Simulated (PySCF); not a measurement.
## Electronic structure of C₄H₃FSe (SMILES Fc1cc[se]c1) in real space

```yaml
atoms:
  - { symbol: F, position_ang: [-1.6612, -1.5204, -0.0426] }
  - { symbol: C, position_ang: [-0.7852, -0.5208, -0.0260] }
  - { symbol: C, position_ang: [0.6164, -0.7796, 0.0378] }
  - { symbol: C, position_ang: [1.3749, 0.3542, 0.0441] }
  - { symbol: Se, position_ang: [0.3333, 1.8871, -0.0329] }
  - { symbol: C, position_ang: [-1.1594, 0.7897, -0.0708] }
  - { symbol: H, position_ang: [1.0225, -1.7913, 0.0767] }
  - { symbol: H, position_ang: [2.4611, 0.4196, 0.0861] }
  - { symbol: H, position_ang: [-2.1755, 1.1750, -0.1208] }
```

Geometry: PBE0-D3(BJ)/def2-SVP.

Level of theory: DFT single point, gas phase, functional M06-2X (PySCF 2.14.0, density-fitted response routines).

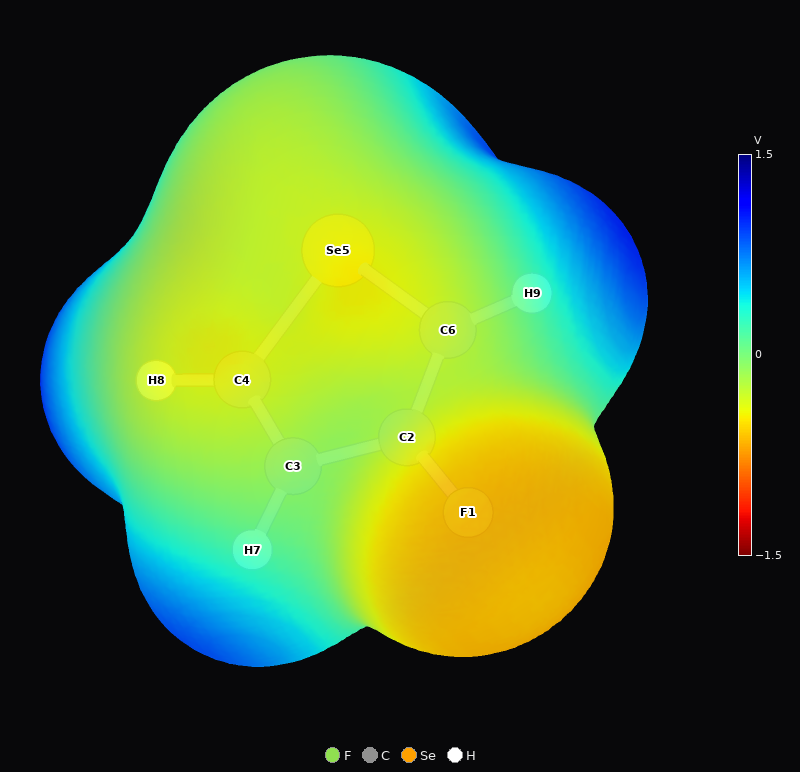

Figure 1. The electrostatic potential painted on the density surface at 0.001 e/bohr³, seen at a tilt; the colour scale runs from red (negative) to blue (positive).

Where is the surface potential most negative and most positive?

Answer. The most negative region (about −0.7 V) lies over F1, the most positive (about +1.1 V) over H8.

What dipole moment does the calculation give?

Answer. Its dipole moment is 1.31 D.

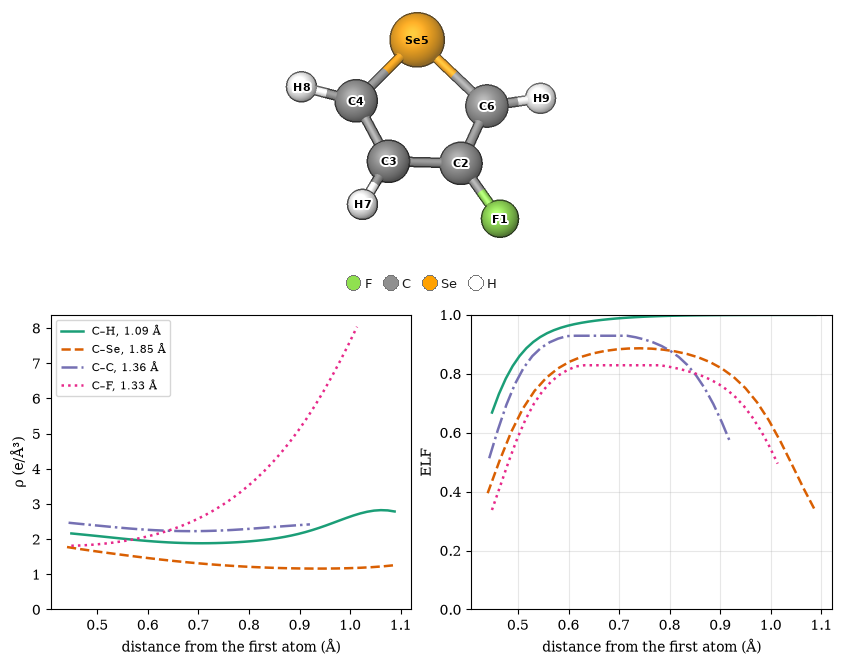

Figure 2. Total electron density and ELF along straight lines between neighbouring atoms. The curves leave out the atomic cores. The structure is drawn too.

What can be read from the curves?

Answer. C–H (1.09 Å): ρ is about 2 e/Å³ halfway; the ELF climbs to about 1 towards the hydrogen, as it does in any bond to H (a covalent bond by its length).
C–Se (1.85 Å): the density is about 1.2 e/Å³ at the midpoint; the ELF peaks at about 0.90 between the atoms; localised, covalent bonding.
C–C (1.36 Å): the density is about 2.2 e/Å³ at the midpoint; the ELF peaks at about 0.95 between the atoms; localised, covalent bonding.
C–F (1.33 Å): ρ at the midpoint is about 2.4 e/Å³; the ELF peaks at about 0.85 between the atoms (a polar covalent bond).
